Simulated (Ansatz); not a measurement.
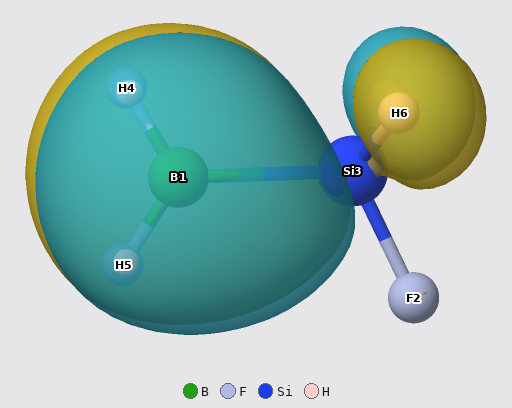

Figure. BFH4Si (SMILES B[SiH2]F). The LUMO at ±0.06 Å⁻³ᐟ² (yellow and cyan are the two phases), seen across its widest extent.

Geometry: B3LYP/6-31G*.

These are results of isolated molecule in a Gaussian basis; Kohn-Sham density functional theory, functional PBE0 (Ansatz), not measurements.

```xyz
7

B    -1.6148    1.3452   -0.3388
F    -0.2562   -0.6076    1.5693
Si   -0.7497   -0.4306    0.0328
H    -2.0134    1.5597   -1.4470
H    -1.7590    2.2082    0.4740
H     0.4389   -0.5987   -0.8548
H    -1.7146   -1.5286   -0.2702
```

Where does this orbital lie, and at what energy?

By Hirshfeld shares it lies mainly on B1 (about 65 %), Si3 (about 20 %), H5 (about 5 %) and H4 (about 5 %). Its energy is −2.71 eV.
